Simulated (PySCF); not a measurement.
# [CeF3(NH3)]+: from a template to the relaxed complex

Aim: find the relaxed shape of [CeF3(NH3)]+, test it by its vibrations, and read charges and levels. It is a constructed species; whether it can be made isn't addressed.

Program: PySCF 2.14.0. Level of theory: PBE0, Ce lcecp-2-SVP with ECP46, F def2-SVP, N def2-SVP, H def2-SVP; scalar-relativistic core potentials, no spin–orbit coupling. These are calculated values, not measurements.

1 further run of the same task is left out (for a known fault of the program).

## 1. The system as given

8 atoms, charge 1, spin multiplicity 1.

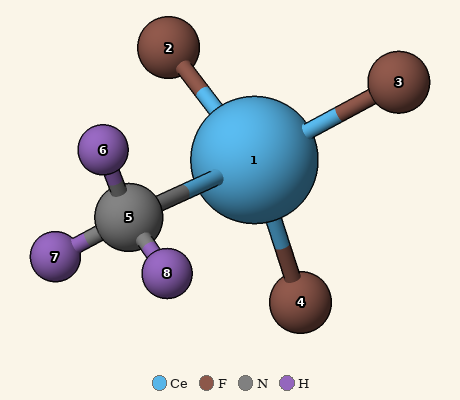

As it starts; cerium blue, fluorine brown, nitrogen grey, hydrogen purple; atoms are numbered from 1 in the order of the file.

As a file:

```xyz
8
charge 1, multiplicity 1
Ce    0.00000    0.00000    0.00000
F     1.18540    1.18540    1.18540
F    -1.18540   -1.18540    1.18540
F     1.18540   -1.18540   -1.18540
N    -1.42460    1.42460   -1.42460
H    -2.03780    2.03780   -0.88750
H    -0.88750    2.03780   -2.03780
H    -2.03780    0.88750   -2.03780
```

Formal oxidation states: Ce +4. The 4f shell is empty and lies in the core potential.

## 2. SCF at the start, singlet

run.py (the lines that set the calculation)

```python
mol = gto.M(atom='''
Ce     0.00000     0.00000     0.00000
F      1.18540     1.18540     1.18540
F     -1.18540    -1.18540     1.18540
F      1.18540    -1.18540    -1.18540
N     -1.42460     1.42460    -1.42460
H     -2.03780     2.03780    -0.88750
H     -0.88750     2.03780    -2.03780
H     -2.03780     0.88750    -2.03780''',
    basis={'Ce': 'lcecp-2-SVP', 'F': 'def2-SVP', 'N': 'def2-SVP', 'H': 'def2-SVP'},
    ecp={'Ce': 'lcecp-2-SVP'},
    charge=1, spin=0)
mf = dft.RKS(mol, xc='PBE0')
mf.grids.atom_grid = (50, 194)  # f atoms: unpruned, at least (60, 302)
mf = mf.density_fit()  # fitting sets: Ce AutoAux, F def2-universal-JKFIT, N def2-universal-JKFIT, H def2-universal-JKFIT
mf.conv_tol = 1e-08; mf.max_cycle = 55
mf.kernel(dm0)  # dm0: free metal ions and neutral atoms
```

Run with:

```
$ OMP_NUM_THREADS=2 python run.py
```

Log:

```text
init E= -398.755497577075
cycle= 1 E= -393.986486397625  delta_E= 4.77  |g|= 0.357  |ddm|= 2.74
cycle= 2 E= -393.996059830134  delta_E= -0.00957  |g|= 0.39  |ddm|= 0.715
cycle= 3 E= -394.027090793748  delta_E= -0.031  |g|= 0.101  |ddm|= 0.332
cycle= 4 E= -394.028285414459  delta_E= -0.00119  |g|= 0.0587  |ddm|= 0.0941
cycle= 5 E= -394.028925894095  delta_E= -0.00064  |g|= 0.00651  |ddm|= 0.0412
cycle= 6 E= -394.028934323277  delta_E= -8.43e-06  |g|= 0.000704  |ddm|= 0.00518
cycle= 7 E= -394.028934436343  delta_E= -1.13e-07  |g|= 0.000133  |ddm|= 0.000677
cycle= 8 E= -394.028934440483  delta_E= -4.14e-09  |g|= 1.81e-05  |ddm|= 0.000148
Extra cycle  E= -394.028934440526  delta_E= -4.32e-11  |g|= 1.54e-05  |ddm|= 3.71e-05
converged SCF energy = -394.028934440526
```

Run time: 1.6 s. Hardware: 2 threads of AMD EPYC 9B45 (Zen 5), shared host; peak memory 0.6 GiB.

Result: E = -394.028934 Eh, frontier levels not given, since the 4f levels lie in the core, Mulliken charge on Ce1 +1.86 e. The large-core potential holds the 4f shell empty.

## 3. Relaxation, singlet

Steps are kept in the start's point group, C3v.

run.py (the lines that set the calculation)

```python
mol = gto.M(atom='''
Ce     0.01136    -0.01136     0.01136
F      1.19676     1.17404     1.19676
F     -1.17404    -1.19676     1.19676
F      1.19676    -1.19676    -1.17404
N     -1.41324     1.41324    -1.41324
H     -2.02644     2.02644    -0.87614
H     -0.87614     2.02644    -2.02644
H     -2.02644     0.87614    -2.02644''',
    basis={'Ce': 'lcecp-2-SVP', 'F': 'def2-SVP', 'N': 'def2-SVP', 'H': 'def2-SVP'},
    ecp={'Ce': 'lcecp-2-SVP'},
    charge=1, spin=0)
mf = dft.RKS(mol, xc='PBE0')
mf.grids.atom_grid = (50, 194)  # f atoms: unpruned, at least (60, 302)
mf = mf.density_fit()  # fitting sets: Ce AutoAux, F def2-universal-JKFIT, N def2-universal-JKFIT, H def2-universal-JKFIT
mf.conv_tol = 1e-08; mf.max_cycle = 55
mf.kernel(dm0)  # dm0: an SCF of this state at this start
# quasi-Newton relaxation in Cartesian coordinates to a largest gradient under 0.00045 Eh/bohr, steps kept in the point group
```

Run with:

```
$ OMP_NUM_THREADS=2 python run.py
```

The driver keeps no SCF log for this step, only its results.

Wall time 25 s (2 threads of AMD EPYC 9B45 (Zen 5), shared host).

The steps of the relaxation:

```tsv
step	energy from step 1 (eV)	largest force component (eV/Å)
1	0.0000	1.4239
2	-0.1765	0.5050
3	-0.1910	0.2262
4	-0.2020	0.1304
5	-0.2088	0.0296
6	-0.2093	0.0206
7	-0.2099	0.0255
8	-0.2102	0.0282
9	-0.2103	0.0157
10	-0.2104	0.0047
```

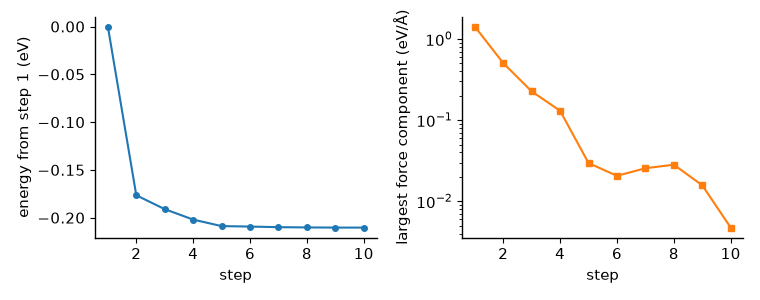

Energy and largest force along the relaxation.

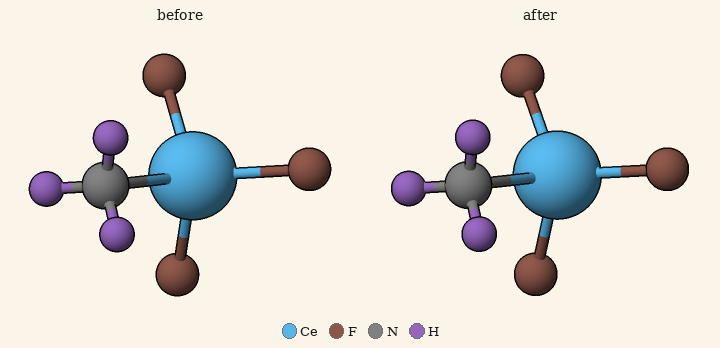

Before and after, at one scale.

Distances of close pairs at the start and the end, largest changes first:

```tsv
bond	before (Å)	after (Å)	change (Å)
Ce1–F4	2.053	1.995	-0.058
Ce1–F2	2.053	1.995	-0.058
Ce1–F3	2.053	1.995	-0.058
Ce1–N5	2.467	2.513	+0.046
N5–H6	1.020	1.028	+0.008
N5–H7	1.020	1.028	+0.008
N5–H8	1.020	1.028	+0.008
```

It ends in C3v at E = -394.036665 Eh.

```xyz
8

Ce    0.0671   -0.0671    0.0671
F     1.1475    1.2152    1.1475
F    -1.2152   -1.1475    1.1475
F     1.1475   -1.1475   -1.2152
N    -1.3840    1.3840   -1.3840
H    -2.0085    2.0085   -0.8572
H    -0.8572    2.0085   -2.0085
H    -2.0085    0.8572   -2.0085
```

## 4. The relaxed geometry turned into its symmetry frame

run.py (the lines that set the calculation)

```python
mol = gto.M(atom='''
Ce     0.04089    -0.04089     0.04089
F      1.12125     1.24147     1.12125
F     -1.24147    -1.12125     1.12125
F      1.12125    -1.12125    -1.24147
N     -1.41024     1.41024    -1.41024
H     -2.03472     2.03472    -0.88341
H     -0.88341     2.03472    -2.03472
H     -2.03472     0.88341    -2.03472''',
    basis={'Ce': 'lcecp-2-SVP', 'F': 'def2-SVP', 'N': 'def2-SVP', 'H': 'def2-SVP'},
    ecp={'Ce': 'lcecp-2-SVP'},
    charge=1, spin=0)
mf = dft.RKS(mol, xc='PBE0')
mf.grids.atom_grid = (50, 194)  # f atoms: unpruned, at least (60, 302)
mf = mf.density_fit()  # fitting sets: Ce AutoAux, F def2-universal-JKFIT, N def2-universal-JKFIT, H def2-universal-JKFIT
mf.conv_tol = 1e-08; mf.max_cycle = 55
mf.kernel(dm0)  # dm0: free metal ions and neutral atoms
```

Run with:

```
$ OMP_NUM_THREADS=2 python run.py
```

Log:

```text
init E= -398.819286686913
cycle= 1 E= -393.995069579226  delta_E= 4.82  |g|= 0.359  |ddm|=  2.8
cycle= 2 E= -394.005645957439  delta_E= -0.0106  |g|= 0.379  |ddm|= 0.699
cycle= 3 E= -394.035460082335  delta_E= -0.0298  |g|= 0.0796  |ddm|= 0.317
cycle= 4 E= -394.036371540199  delta_E= -0.000911  |g|= 0.0397  |ddm|= 0.0688
cycle= 5 E= -394.036648895958  delta_E= -0.000277  |g|= 0.00955  |ddm|= 0.0302
cycle= 6 E= -394.036665337787  delta_E= -1.64e-05  |g|= 0.000684  |ddm|= 0.0063
cycle= 7 E= -394.03666544835  delta_E= -1.11e-07  |g|= 0.000115  |ddm|= 0.00072
cycle= 8 E= -394.036665451822  delta_E= -3.47e-09  |g|= 1.83e-05  |ddm|= 0.000138
Extra cycle  E= -394.03666545186  delta_E= -3.79e-11  |g|= 1.56e-05  |ddm|= 3.49e-05
converged SCF energy = -394.03666545186
```

Run time: 1 s. Hardware: 2 threads of AMD EPYC 9B45 (Zen 5), shared host.

Result: E = -394.036665 Eh, frontier levels not given, since the 4f levels lie in the core, Mulliken charge on Ce1 +1.83 e. The large-core potential holds the 4f shell empty.

## 5. Harmonic vibrations

Changes to run.py (the lines that set the calculation) since step 4:

```diff
@@ -15,3 +15,4 @@
 mf = mf.density_fit()  # fitting sets: Ce AutoAux, F def2-universal-JKFIT, N def2-universal-JKFIT, H def2-universal-JKFIT
-mf.conv_tol = 1e-08; mf.max_cycle = 55
-mf.kernel(dm0)  # dm0: free metal ions and neutral atoms
+mf.conv_tol = 1e-10; mf.max_cycle = 55
+mf.kernel(dm0)  # dm0: the density of the relaxed state
+# Hessian and dipole derivatives by central differences of gradients, 0.02 bohr
```

Run with:

```
$ OMP_NUM_THREADS=2 python run.py
```

The driver keeps no SCF log for this step, only its results.

Run time: 40 s. Hardware: 2 threads of AMD EPYC 9B45 (Zen 5), shared host.

Point group C3v; negative numbers are unstable modes, and those under 60 cm⁻¹ are near the numerical noise:

```tsv
cm⁻¹	km/mol	symmetry
74	0.1	e
74	0.1	e
108	0.0	a2
110	44.5	a1
137	12.3	e
137	12.3	e
352	19.1	a1
623	7.5	e
623	7.5	e
675	31.2	a1
677	229.4	e
677	229.4	e
1340	136.8	a1
1627	37.0	e
1627	37.0	e
3436	99.6	a1
3534	102.2	e
3534	102.2	e
```

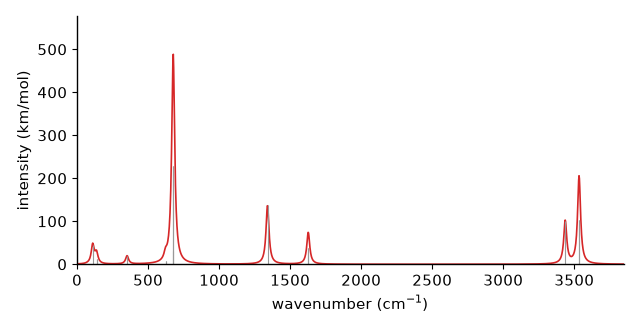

The infrared spectrum from the harmonic lines. Lines are broadened to a width of 25 cm⁻¹ (Lorentzian).

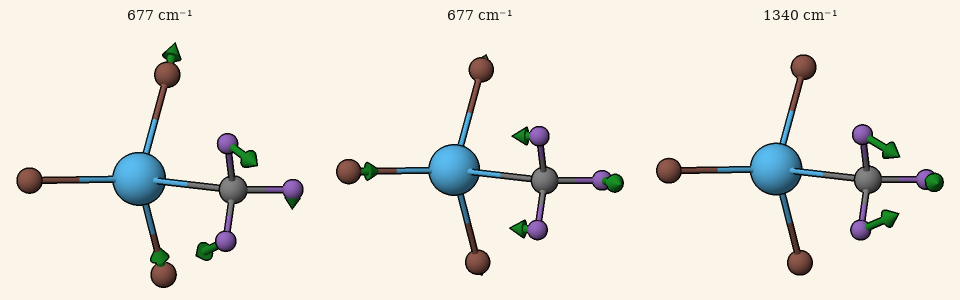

How the atoms move in 3 of the modes.

## 6. Properties on a finer grid

run.py (the lines that set the calculation)

```python
mol = gto.M(atom='''
Ce     0.06711    -0.06711     0.06711
F      1.14747     1.21525     1.14747
F     -1.21525    -1.14747     1.14747
F      1.14747    -1.14747    -1.21525
N     -1.38403     1.38403    -1.38403
H     -2.00850     2.00850    -0.85720
H     -0.85720     2.00850    -2.00850
H     -2.00850     0.85720    -2.00850''',
    basis={'Ce': 'lcecp-2-SVP', 'F': 'def2-SVP', 'N': 'def2-SVP', 'H': 'def2-SVP'},
    ecp={'Ce': 'lcecp-2-SVP'},
    charge=1, spin=0)
mf = dft.RKS(mol, xc='PBE0')
mf.grids.atom_grid = (75, 302)  # f atoms: unpruned, at least (60, 302)
mf = mf.density_fit()  # fitting sets: Ce AutoAux, F def2-universal-JKFIT, N def2-universal-JKFIT, H def2-universal-JKFIT
mf.conv_tol = 1e-09; mf.max_cycle = 55
mf.kernel(dm0)  # dm0: the density of the relaxed state
```

Run with:

```
$ OMP_NUM_THREADS=2 python run.py
```

Log:

```text
init E= -394.036669684785
cycle= 1 E= -394.036669687271  delta_E= -2.49e-09  |g|= 1.45e-05  |ddm|= 0.000214
cycle= 2 E= -394.036669687232  delta_E= 3.84e-11  |g|= 2.19e-05  |ddm|= 2.58e-05
Extra cycle  E= -394.036669687028  delta_E= 2.04e-10  |g|= 4.04e-05  |ddm|= 3.84e-05
converged SCF energy = -394.036669687028
```

Wall time 7.9 s (2 threads of AMD EPYC 9B45 (Zen 5), shared host).

Read off: E = -394.036670 Eh, frontier levels not given, since the 4f levels lie in the core, Mulliken charge on Ce1 +1.83 e, largest force component 0.007 eV/Å. The large-core potential holds the 4f shell empty.

Löwdin charges:

```tsv
atom	value (e)
Ce1	1.50
F2	-0.28
F3	-0.28
F4	-0.28
N5	-0.07
H6	0.14
H7	0.14
H8	0.14
```

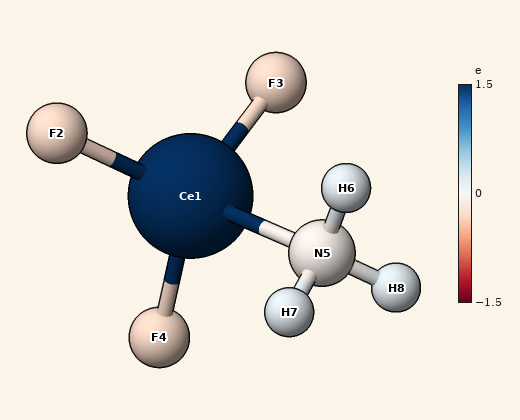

Löwdin charges, as colours on the atoms.

Mulliken charges: Ce1 +1.83, F2 -0.36, F3 -0.36, F4 -0.36, N5 -0.40, H6 +0.22, H7 +0.22, H8 +0.22 e.

Contacts (the nearest donor of each ligand) and Mayer bond orders:

```tsv
contact	distance (Å)	bond order
Ce1–F2 (F)	1.995	1.05
Ce1–F3 (F)	1.995	1.05
Ce1–F4 (F)	1.995	1.05
Ce1–N5 (NH3)	2.513	0.41
```

Mulliken populations of Ce1 outside the core potential: s 2.11, p 6.16, d 1.70, f 0.19.

## 7. Outcome

```
                                              quantity                                                           value
                                 state and point group                                                    singlet, C3v
                                                 modes                                  74 to 3534 cm⁻¹, none unstable
strongest infrared band (modes within 1.5 cm⁻¹ summed)                                           677 cm⁻¹ (459 km/mol)
                                     zero-point energy                                                        1.201 eV
                               ideal gas, 298 K, 1 bar                                 S = 380.6, Cp = 108.7 J/(mol K)
                                 metal–ligand contacts                                                  1.99 to 2.51 Å
                                       frontier levels  frontier levels not given, since the 4f levels lie in the core
                       dipole about the centre of mass                                                          7.77 D
                                   mean polarisability                                                          5.5 Å³
```

**Reading.** All modes are real, so the structure is a minimum. The metal carries +1.50 e by Löwdin's partition against a formal +4, and bond orders to the nearest donors reach 1.05. Both measures hang on the basis. One start shape was tried, so another isomer may lie lower. These are double-zeta-type bases without diffuse functions. Spin–orbit coupling is left out.
